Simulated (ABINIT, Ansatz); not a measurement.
# CdF2 (Fm-3m): modes at Γ and the response to a field, part 3 of 3

Aim: the zone-centre modes of CdF2 (Fm-3m).

ABINIT 10.8.3; DFT LDA, scalar-relativistic, plane waves, PseudoDojo norm-conserving pseudopotentials.

So far, mean static dielectric tensor (ions relaxed, fixed cell): step 7 (modes with the sum rule) 7.85. The relaxed cell has a = 5.297 Å (conventional setting).

## 8. Sum rules set otherwise (asr 0)

Without the rule the raw error of the acoustic modes shows.

Input file anaddb.abi:

```
ddb_filepath "gamma_DDB"
output_file "anaddb.abo"
outdata_prefix "anaddb"
asr 0
chneut 0
enunit 2
eivec 1
nph1l 1
qph1l 0.0 0.0 0.0 1.0
dieflag 1
nph2l 3
qph2l 
    1.0 0.0 0.0 0.0
    0.0 0.0 1.0 0.0
    1.0 1.0 1.0 0.0
```

Input file mrgddb.in:

```
gamma_DDB
merged
2
dfpt_gammao_DS2_DDB
gso_DDB
```

Command:

```
mrgddb < mrgddb.in > mrgddb.log
OMP_NUM_THREADS=1 anaddb anaddb.abi > anaddb.log
```

anaddb.abo, the main output file:

```text
[banners, grids, parts of the stress and lines that vanish by symmetry left out]
-outvars_anaddb: echo values of input variables ----------------------

 Flags :
[...]
Dielectric Tensor and Effective Charges
[...]
Effective charge tensors after
[...]
Phonon wavevector (reduced coordinates) :  0.00000  0.00000  0.00000
 Phonon energies in Hartree :
[...]
Phonon energies in meV     :
-  2.750548E-01  2.750548E-01  2.750549E-01  2.958038E+01  2.958038E+01
-  2.958038E+01  3.956934E+01  3.956934E+01  3.956934E+01
 Phonon frequencies in cm-1    :
-  2.218467E+00  2.218467E+00  2.218467E+00  2.385819E+02  2.385819E+02
-  2.385819E+02  3.191483E+02  3.191483E+02  3.191483E+02
 Phonon frequencies in Thz     :
-  6.650797E-02  6.650797E-02  6.650797E-02  7.152504E+00  7.152504E+00
-  7.152504E+00  9.567825E+00  9.567825E+00  9.567825E+00
 Phonon energies in Kelvin  :
-  3.191879E+00  3.191879E+00  3.191879E+00  3.432661E+02  3.432661E+02
-  3.432661E+02  4.591832E+02  4.591832E+02  4.591832E+02
[...]
-  1  0.00000000E+00  3.16426156E-07  1.90973230E-03
-     0.00000000E+00  0.00000000E+00  0.00000000E+00
-  2  0.00000000E+00  3.16461514E-07  1.90994570E-03
-     0.00000000E+00  0.00000000E+00  0.00000000E+00
-  3  0.00000000E+00  3.16461514E-07  1.90994570E-03
-     0.00000000E+00  0.00000000E+00  0.00000000E+00
[...]
-  1  0.00000000E+00 -1.90973230E-03  3.16426137E-07
-     0.00000000E+00  0.00000000E+00  0.00000000E+00
-  2  0.00000000E+00 -1.90994570E-03  3.16461495E-07
-     0.00000000E+00  0.00000000E+00  0.00000000E+00
-  3  0.00000000E+00 -1.90994570E-03  3.16461495E-07
-     0.00000000E+00  0.00000000E+00  0.00000000E+00
[...]
-  1  1.90973233E-03  0.00000000E+00  0.00000000E+00
-     0.00000000E+00  0.00000000E+00  0.00000000E+00
-  2  1.90994572E-03  0.00000000E+00  0.00000000E+00
-     0.00000000E+00  0.00000000E+00  0.00000000E+00
-  3  1.90994572E-03  0.00000000E+00  0.00000000E+00
-     0.00000000E+00  0.00000000E+00  0.00000000E+00
[...]
-  1  0.00000000E+00  0.00000000E+00  1.11042740E-03
-     0.00000000E+00  0.00000000E+00  0.00000000E+00
[...]
-     0.00000000E+00  0.00000000E+00  0.00000000E+00
[...]
-     0.00000000E+00  0.00000000E+00  0.00000000E+00
[...]
-     0.00000000E+00  0.00000000E+00  0.00000000E+00
[...]
-     0.00000000E+00  0.00000000E+00  0.00000000E+00
[...]
-     1          0.000000     0.000000     0.000087     0.000087
-     2          0.000000    -0.000087     0.000000     0.000087
-     3          0.000087     0.000000    -0.000000     0.000087
-     4          0.000034     0.000103     2.256910     2.256910
-     5          0.000243    -2.256910     0.000103     2.256910
-     6          2.256910     0.000243    -0.000034     2.256910
-     7          0.000000     0.000000    -0.000000     0.000000
-     8         -0.000000     0.000000    -0.000000     0.000000
-     9         -0.000000    -0.000000    -0.000000     0.000000
[...]
-   1     Real    0.0000E+00  0.0000E+00  8.2353E-14  0.0000E+00  0.0000E+00  0.0000E+00  8.2353E-14
[...]
-   2     Real    0.0000E+00  8.2353E-14  0.0000E+00  0.0000E+00  0.0000E+00  0.0000E+00  8.2353E-14
[...]
-   3     Real    8.2353E-14  0.0000E+00  0.0000E+00  0.0000E+00  0.0000E+00  0.0000E+00  8.2353E-14
[...]
-   4     Real    2.6857E-14  2.4122E-13  1.1620E-04  8.0488E-14  1.7665E-09  5.2942E-09  1.1620E-04
[...]
-   5     Real    1.3474E-12  1.1620E-04  2.4120E-13 -1.2513E-08  5.7008E-13 -5.2940E-09  1.1620E-04
[...]
-   6     Real    1.1620E-04  1.3474E-12  2.6874E-14  1.2512E-08 -1.7671E-09 -1.9029E-13  1.1620E-04
[...]
-   7     Real    0.0000E+00  0.0000E+00  0.0000E+00  0.0000E+00  0.0000E+00  0.0000E+00  0.0000E+00
[...]
-   8     Real    0.0000E+00  0.0000E+00  0.0000E+00  0.0000E+00  0.0000E+00  0.0000E+00  0.0000E+00
[...]
-   9     Real    0.0000E+00  0.0000E+00  0.0000E+00  0.0000E+00  0.0000E+00  0.0000E+00  0.0000E+00
[...]
Phonon at Gamma, with non-analyticity in the
[...]
Phonon energies in Hartree :
[...]
Phonon energies in meV     :
-  2.750548E-01  2.750548E-01  2.750556E-01  2.958038E+01  2.958038E+01
[...]
Phonon frequencies in cm-1    :
[...]
Phonon frequencies in Thz     :
[...]
Phonon energies in Kelvin  :
[...]
Phonon at Gamma, with non-analyticity in the
[...]
Phonon energies in Hartree :
[...]
Phonon energies in meV     :
-  2.750548E-01  2.750549E-01  2.750556E-01  2.958038E+01  2.958038E+01
[...]
Phonon frequencies in cm-1    :
-  2.218467E+00  2.218467E+00  2.218473E+00  2.385819E+02  2.385819E+02
[...]
Phonon frequencies in Thz     :
-  6.650797E-02  6.650797E-02  6.650814E-02  7.152504E+00  7.152504E+00
[...]
Phonon energies in Kelvin  :
-  3.191879E+00  3.191879E+00  3.191887E+00  3.432661E+02  3.432661E+02
[...]
-     0.00000000E+00  0.00000000E+00  0.00000000E+00
[...]
-     0.00000000E+00  0.00000000E+00  0.00000000E+00
[...]
Phonon at Gamma, with non-analyticity in the
[...]
Phonon energies in Hartree :
[...]
Phonon energies in meV     :
-  2.750548E-01  2.750549E-01  2.750556E-01  2.958038E+01  2.958038E+01
-  3.956934E+01  3.956934E+01  3.956934E+01  4.850424E+01
 Phonon frequencies in cm-1    :
-  2.218467E+00  2.218467E+00  2.218473E+00  2.385819E+02  2.385819E+02
-  3.191483E+02  3.191483E+02  3.191483E+02  3.912131E+02
 Phonon frequencies in Thz     :
-  6.650797E-02  6.650797E-02  6.650814E-02  7.152504E+00  7.152504E+00
-  9.567825E+00  9.567825E+00  9.567825E+00  1.172827E+01
 Phonon energies in Kelvin  :
-  3.191879E+00  3.191879E+00  3.191887E+00  3.432661E+02  3.432661E+02
-  4.591832E+02  4.591832E+02  4.591832E+02  5.628683E+02
[...]
-  1  1.88398065E-04  1.24070251E-03 -1.43952806E-03
-     0.00000000E+00  0.00000000E+00  0.00000000E+00
-  2  1.88418983E-04  1.24084101E-03 -1.43968904E-03
-     0.00000000E+00  0.00000000E+00  0.00000000E+00
[...]
-     0.00000000E+00  0.00000000E+00  0.00000000E+00
[...]
-     0.00000000E+00  0.00000000E+00  0.00000000E+00
[...]
-  2  3.79967456E-03  0.00000000E+00  0.00000000E+00
-     0.00000000E+00  0.00000000E+00  0.00000000E+00
-  3 -3.79967456E-03  0.00000000E+00  0.00000000E+00
-     0.00000000E+00  0.00000000E+00  0.00000000E+00
[...]
Direction                     Dielectric constant
[...]
0.00000   0.00000   1.00000      7.84610194
   1.00000   1.00000   1.00000      7.84610194
-
```

It took 0.51 s on 1 thread of Arm Neoverse V2, shared host.

This step gave:

```yaml
mean_static_dielectric_constant: 7.846
```

Zone-centre frequencies as printed; negative means imaginary. Modes:

```
mode  frequency (cm⁻¹)
   1              2.22
   2              2.22
   3              2.22
   4             238.6
   5             238.6
   6             238.6
   7             319.1
   8             319.1
   9             319.1
```

## 9. The same in Ansatz

The same cell, potentials and cutoff go through another code, on another k mesh. Its k mesh is centred on Γ.

This step: DFT LDA, scalar-relativistic, plane waves, PseudoDojo norm-conserving pseudopotentials (Ansatz 0.2.0).

Input file input.yaml:

```yaml
crystal:
  lattice:
    - [0.0, 2.6485106893, 2.6485106893]
    - [2.6485106893, 0.0, 2.6485106893]
    - [2.6485106893, 2.6485106893, 0.0]
  atoms:
    - { symbol: Cd, position: [0.0, 0.0, 0.0] }
    - { symbol: F, position: [0.25, 0.25, 0.25] }
    - { symbol: F, position: [0.75, 0.75, 0.75] }
kpoints:
  mp_grid: { grid: [8, 8, 8] }
hamiltonian:
  xc: lda
  pseudopotentials: { kind: nc, accuracy: standard }
scf:
  occupations: { method: fixed }
output:
  eigenvalues: true
basis:
  ecutwfc: 1278.935
phonons:
  method: dfpt
  dielectric: true
  rigid_motions: translations
```

Command:

```
ansatz run input.yaml --threads 8 --pin off --max-ram 16384MiB --backend cpu --events-out ev --progress --plain --runs-dir out
```

What it wrote:

```text
Warning: basis.ecutwfc = 1278.935 eV is below the records' recommended 1387.780699 eV, and the density's cutoff is lower with it unless basis.ecutrho_ratio is high enough to keep the records' density cutoff: compare with a run at a higher cutoff
Engine: ansatz 0.2.0, aarch64-unknown-linux-gnu
Pseudopotentials: kind: nc
Pseudopotential: Cd, nc, valence charge 20, recommended cutoff 1387.780699 eV (normal), Cd.nc.azcp (PseudoDojo's, or run here from an input of PseudoDojo's; its table is named by hamiltonian.pseudopotentials.accuracy)
Pseudopotential: F, nc, valence charge 7, recommended cutoff 1142.878222 eV (normal), F.nc.azcp (PseudoDojo's, or run here from an input of PseudoDojo's; its table is named by hamiltonian.pseudopotentials.accuracy)
Functional definition: SPW92
  exchange = slater_x
  correlation = pw_c
Crystal: 3 atoms, lattice volume = 37.157 Å³
Basis set: ecut = 1278.935 eV, 3839 PW (Γ), exchange–correlation on 90×90×90 points (8 copies of the dense FFT grid, shifted against one another)
Bands: 21, of which v1, the nominal top of the filled ones, is band 17 counted from 1 (16 counted from 0)
Symmetry: 48 space group operations
k-points: 95 of 512 (irreducible under 4 space group operations, time reversal used)
Non-local potential: Cd, projectors of the file, l = 0: 2, l = 1: 2, l = 2: 2
Non-local potential: F, projectors of the file, l = 0: 2, l = 1: 2, l = 2: 1
Initial density: superposition of atomic densities (chi_scale 0.1, normalization cell, long waves kept (reshape's long-wave potential 0.00 eV rms))
Initial wavefunctions: pseudopotential atomic-orbital guess
Functional: x = slater, c = lda
SCF iter   1: F=—  HF=-6115.247224 eV  |F-HF|=—  |Δ(HF+E_count)|=         —  Δρ=2.41e-1  dr2=1.76e1  ethr=3.10e-3  ⟨swp⟩=5.6  Hψ=9417  notcnv=0  defer=186
preconditioner: auto → none  [insulator: Δε(μ)=0.487 eV  Ē_g=17.392 eV  n_scr=14 (ndim 8)  ℏωp=31.1 eV  f_vac=0.087  ε∞_Penn≈4.2]
SCF iter   2: F=—  HF=-6110.358372 eV  |F-HF|=—  |Δ(HF+E_count)|=    4.89e0  Δρ=1.30e-1  dr2=3.67e0  ethr=3.10e-3  ⟨swp⟩=4.4  Hψ=6059  notcnv=0  defer=186
SCF iter   3: F=—  HF=-6109.222987 eV  |F-HF|=—  |Δ(HF+E_count)|=    1.14e0  Δρ=2.08e-2  dr2=5.88e-2  ethr=3.10e-3  ⟨swp⟩=3.0  Hψ=4370  notcnv=0  defer=186
SCF iter   4: F=—  HF=-6109.195635 eV  |F-HF|=—  |Δ(HF+E_count)|=   2.74e-2  Δρ=6.97e-3  dr2=4.51e-3  ethr=1.73e-4  ⟨swp⟩=2.3  Hψ=3411  notcnv=0  defer=188
SCF iter   5: F=—  HF=-6109.194000 eV  |F-HF|=—  |Δ(HF+E_count)|=   1.64e-3  Δρ=9.44e-4  dr2=1.48e-4  ethr=1.33e-5  ⟨swp⟩=3.0  Hψ=3907  notcnv=0  defer=188
SCF iter   6: F=—  HF=-6109.193946 eV  |F-HF|=—  |Δ(HF+E_count)|=   5.44e-5  Δρ=3.93e-4  dr2=2.24e-5  ethr=4.37e-7  ⟨swp⟩=2.3  Hψ=3637  notcnv=0  defer=174
SCF iter   7: F=—  HF=-6109.193923 eV  |F-HF|=—  |Δ(HF+E_count)|=   2.24e-5  Δρ=8.14e-5  dr2=4.43e-7  ethr=6.59e-8  ⟨swp⟩=2.0  Hψ=3108  notcnv=0  defer=87
SCF iter   8: F=—  HF=-6109.194112 eV  |F-HF|=—  |Δ(HF+E_count)|=   1.89e-4  Δρ=1.95e-5  dr2=5.91e-8  ethr=1.30e-9  ⟨swp⟩=2.0  Hψ=3593  notcnv=0  defer=6
SCF iter   9: F=-6109.194112 eV  HF=-6109.194112 eV  |F-HF|=4.64e-11  |Δ(HF+E_count)|=   2.03e-8  Δρ=1.17e-6  dr2=8.94e-11  ethr=1.00e-12  ⟨swp⟩=9.8  Hψ=17070  notcnv=0
SCF 1 converged in 9 iterations: F = -6109.194112 eV  dr2 = 8.94e-11
DFPT response loops at Γ: preconditioner auto → none (the input reference at scf.mixing.eps_inf says where Resta's filter doesn't serve); β = 0.50; Broyden in place of MSR1
SCF converged after 9 iterations
Free energy (F): -6109.194112 eV
Harris-Foulkes:  -6109.194112 eV  (|F-HF|=4.64e-11)
Internal energy: -6109.194112 eV  (E = F + TS)
E sigma→0 (E₀):  -6109.194112 eV
Fermi energy:    6.914860 eV
--- Per-component energies (eV) ---
  E_band       = -463.118486
  E_kinetic    = 2557.237845
  E_local      = -5556.539416  (includes V_loc(G=0)·N_el)
  E_nonlocal   = -45.880978
  E_hartree    = 1745.213613
  E_xc         = -950.207423
  E_vxc        = -908.363468  (∫ρ·V_xc dr)
  E_ewald      = -3859.017753
  E_smearing   = -0.000000  (= −TS)
  E_closure    = -0.000000  (closes the sum)
  Σ components = -6109.194112   (vs F -6109.194112, Δ=0.00e0)
--- Band table (eV; the first three rows and the last of 95) ---
  k-point 0: bands = [... 13 lower, 5.7601, 6.5159, 6.5159, 6.5159, 9.9203, 19.4781, 19.4781, 19.4781]
  k-point 1: bands = [... 13 lower, 5.6675, 6.3613, 6.5064, 6.5064, 10.5322, 18.7492, 19.7337, 19.7337]
  k-point 2: bands = [... 13 lower, 5.3776, 5.7540, 6.5192, 6.5192, 11.8957, 17.5683, 20.3993, 20.3993]
  k-point 94: bands = [... 13 lower, 5.2560, 5.2560, 6.1695, 6.9149, 15.1579, 18.1309, 18.6797, 18.6797]
--- Phonons (Γ-DFPT): 2 representative perturbations + reference, on 95 of 512 k-points (Σ response iterations 7) ---
  k mesh reduced under 4 symmetry operations, with k and −k counted as one. Each operation leaves every solved perturbation unchanged. A smaller set is not considered because the run solves the response to a homogeneous field
  ASR residual: 3.969e-3 → 0.000e0 eV/Å²; symmetrization residual: 2.019e-6 eV/Å²
  ASR residual per site (eV/Å²): 3.97e-3 9.49e-4 9.49e-4
  Γ frequencies (cm⁻¹): 0.00 0.00 0.00 238.58 238.58 238.58 319.15 319.15 319.15
  ε∞ (high-frequency dielectric tensor):
        2.917923    -0.000000    -0.000000
        0.000000     2.917923     0.000000
        0.000000     0.000000     2.917923
  ε⁰ (static dielectric tensor: ions relaxed, cell fixed):
        7.844973     0.000000    -0.000000
        0.000000     7.844973    -0.000000
       -0.000000    -0.000000     7.844973
  ε⁰ − ε∞ (ionic part):
        4.927050     0.000000    -0.000000
        0.000000     4.927050    -0.000000
       -0.000000    -0.000000     4.927050
  softest optical mode at Γ: 238.58 cm⁻¹; the repairs (sum rule, projections) moved no ω² at Γ by more than (3.72 cm⁻¹)²
  Born effective charges Z* (e; rows j = field, columns β = displacement):
    site 0:
         2.45229   -0.00000   -0.00000
         0.00000    2.45229    0.00000
         0.00000   -0.00000    2.45229
    site 1:
        -1.22615    0.00000    0.00000
        -0.00000   -1.22615   -0.00000
         0.00000    0.00000   -1.22615
    site 2:
        -1.22615    0.00000    0.00000
        -0.00000   -1.22615   -0.00000
         0.00000    0.00000   -1.22615
  Z* charge neutrality: 2.065e-4 e pre-enforcement
  k-mesh period / interband length: 30.0 Å / 1.35 Å = 22.23 at k = (0.0000, 0.0000, 0.0000), direct gap 3.404 eV — 14 or more, which is no proof of convergence
  optical modes at Γ without the LO–TO term, one row a degenerate level:
      ω (cm⁻¹)  modes    IR ((D/Å)²/amu)
        238.58      3            14.6568
        319.15      3             0.0000
  optical modes at Γ + LO–TO along q̂ = [1.0000, 0.0000, 0.0000]:
      ω (cm⁻¹)  modes    IR ((D/Å)²/amu)
        238.58      2             9.7712
        319.15      3             0.0000
        391.19      1             4.8856
  optical modes at Γ + LO–TO along q̂ = [0.0000, 1.0000, 0.0000]:
      ω (cm⁻¹)  modes    IR ((D/Å)²/amu)
        238.58      2             9.7712
        319.15      3             0.0000
        391.19      1             4.8856
  optical modes at Γ + LO–TO along q̂ = [0.0000, 0.0000, 1.0000]:
      ω (cm⁻¹)  modes    IR ((D/Å)²/amu)
        238.58      2             9.7712
        319.15      3             0.0000
        391.19      1             4.8856
```

Elapsed: 20 s, on 8 threads; peak memory 1.5 GiB; 2.6 min of CPU time.

Read from the output:

```yaml
sum_rule_residual_before_enforcement: 0.003969 eV/Å²
miss_of_the_charge_sum_rule: 2.07e-4 e
largest_born_charge_in_size_third_of_the_trace: 2.452 e
mean_static_dielectric_constant: 7.845
```

Transverse modes. Lines of the infrared spectrum (strongest = 100):

```
position (cm⁻¹)  label  IR intensity ((D/Å)²/amu), degenerate modes summed, relative
            239    T1u                                                           100
            319    T2g                                                           0.0
```

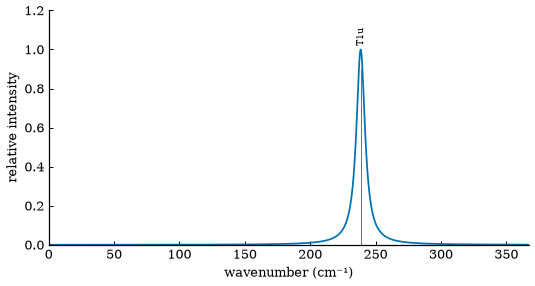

The infrared spectrum, broadened with Lorentzians of width 8 cm⁻¹; bars mark the lines.

## 10. The two compared: ABINIT PseudoDojo and Ansatz, PseudoDojo

Numbers from this step:

* root-mean-square difference: 0 cm⁻¹
* largest difference: 0 cm⁻¹

Frequencies side by side, by row:

```
q (reciprocal lattice)  mode  ABINIT PseudoDojo (cm⁻¹)  Ansatz, PseudoDojo (cm⁻¹)
                 0 0 0     1                         0                          0
                 0 0 0     2                         0                          0
                 0 0 0     3                         0                          0
                 0 0 0     4                     238.6                      238.6
                 0 0 0     5                     238.6                      238.6
                 0 0 0     6                     238.6                      238.6
                 0 0 0     7                     319.1                      319.1
                 0 0 0     8                     319.1                      319.1
                 0 0 0     9                     319.1                      319.1
```

The two runs side by side. Further quantities:

```
                                                                               quantity  ABINIT PseudoDojo  Ansatz, PseudoDojo
                                                                                mean ε∞              2.918               2.918
largest Born charge in size (e; the first before, the second after the charge sum rule)              2.453               2.452
                                                       summed IR intensity ((D/Å)²/amu)              14.66               14.66
```

At the zone centre the largest difference (acoustic modes at Γ apart) is 0.003 % of the highest mode.

## 11. Outcome

| Item | Value |
| --- | --- |
| space group after relaxation | Fm-3m |
| volume per atom | 12.4 Å³ |
| highest optical zone-centre mode (no LO-TO term) | 319.1 cm⁻¹ |
| lowest optical zone-centre mode | 238.6 cm⁻¹ |
| highest mode moved by the LO-TO term | 391.2 cm⁻¹ |
| mean high-frequency dielectric constant | 2.92 |
| largest Born charge in size (third of the trace) | 2.45 e |
| mean static dielectric constant | 7.85 |
| imaginary optical modes at the zone centre (no q mesh in this session) | none |
| largest difference from Ansatz, PseudoDojo | 0 cm⁻¹ |

In words: At the LDA level the optical modes of CdF2 (Fm-3m) at the zone centre (no LO-TO term) run from 239 to 319 cm⁻¹. The base run prints -0.49 GPa, mostly the error of a finite basis; the relaxation, with a smoothed and higher cutoff, had brought the cell to rest. Along the directions run, the highest mode that the macroscopic field moves lies at 391 cm⁻¹. Lattice motion raises the mean dielectric constant from 2.918 to 7.847. The Born charge of Cd is 2.453 e against a formal charge of +2, somewhat above it. ABINIT PseudoDojo and Ansatz, PseudoDojo agree to 0.01 cm⁻¹ (0.003 % of the highest mode compared) on all solved modes but the acoustic ones at Γ, without the LO-TO term. These are harmonic frequencies at zero temperature: anharmonic shifts and linewidths and thermal expansion are left out. Ansatz warns that the cutoff lies 8 % under the one recommended for these files; agreement at one cutoff is not convergence.

[Host names and launcher messages were left out of these logs when they were recorded.]

[Logs are printed without paths, hosts, clocks, repeated set-up lines and the standing remarks that a program may print on its own settings, such as how far it seeks lower states.]

[Hosts, paths, dates, database ids (printed as entryN), source tags and the programs' standing remarks are cut or masked in the printed files.]
